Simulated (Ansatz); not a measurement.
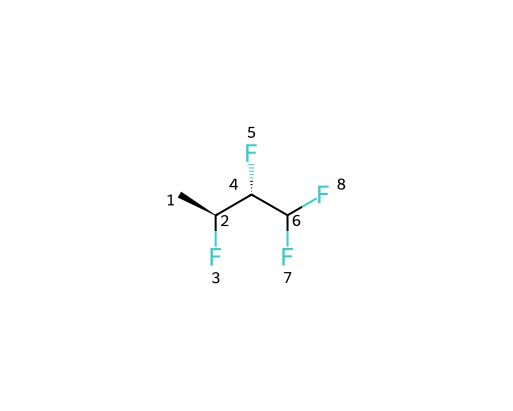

Skeletal drawing with numbered atoms; wedges and dashes mark any stereocentres. The configuration is that of a computed structure (PBE-D4/def2-SVP).

Question: What are the Cahn–Ingold–Prelog descriptors?

Answer: C2: S; C4: S.

Question: Give a SMILES with the stereochemistry.

Answer: C[C@H](F)[C@H](F)C(F)F
